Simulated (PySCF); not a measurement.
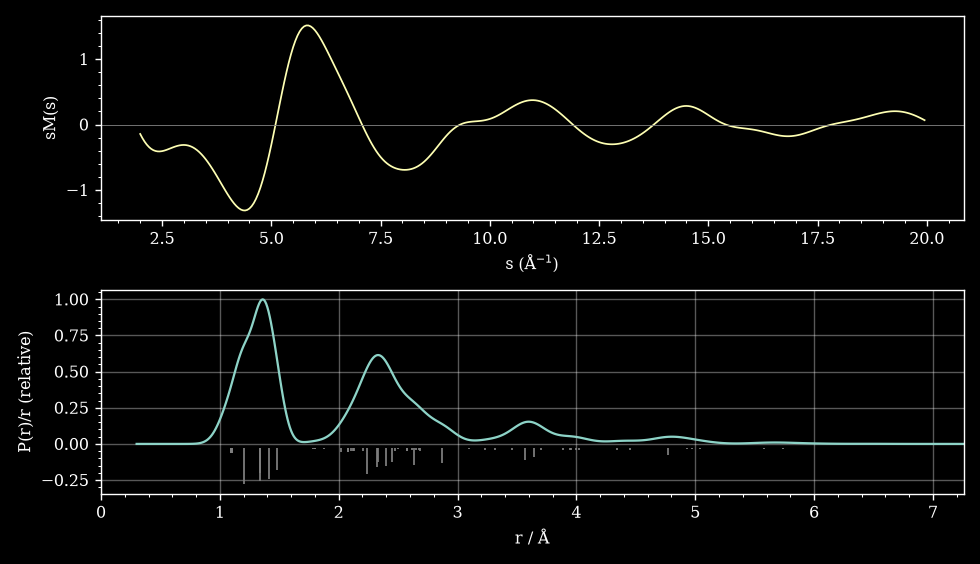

Simulated gas electron diffraction: reduced molecular intensity sM(s) from the Debye equation in the first Born approximation (top) and the radial distribution curve (bottom) of C4H6O2. Each pair of atoms contributes with weight ZᵢZⱼ/r (bars below the curve); damping constant 0.0015 Å²; vibrational amplitudes assumed, not computed: 0.05 Å for bonds, 0.078 Å for bonds to H, 0.06 + 0.015 r up to 0.15 Å for other pairs. The geometry is the end point of an optimisation (PBE0-D3(BJ)/def2-SVP geometry optimisation, gas phase (PySCF 2.14.0, density-fitted response routines)); it may be a saddle point or a higher isomer.

Which pairs of atoms lie under the first 4 clear peaks? Mark bonded pairs by – and others by ···.

Peak 1, 1.36 Å: O–C 1.21–1.42 Å (×3), C–C 1.33–1.48 Å (×2), not resolved; in its flanks C–H 1.09–1.10 Å
Peak 2, 2.33 Å: C···H 2.10–2.20 Å (×4), O···O 2.24 Å, O···C 2.33–2.39 Å (×2), C···C 2.33–2.45 Å (×2), O···H 2.47–2.58 Å (×3), not resolved; in its flanks O···H 2.02–2.69 Å, O···C 2.63–2.87 Å
Peak 3, 3.60 Å: C···H 3.46–3.89 Å (×2), O···C 3.57 Å, C···C 3.64 Å, not resolved; in its flanks C···H 3.23–4.03 Å, O···H 3.32–3.96 Å
Peak 4, 4.80 Å: C···C 4.77 Å, C···H 4.93–5.04 Å (×3), not resolved; in its flanks C···H 4.34 Å, O···H 4.45 Å
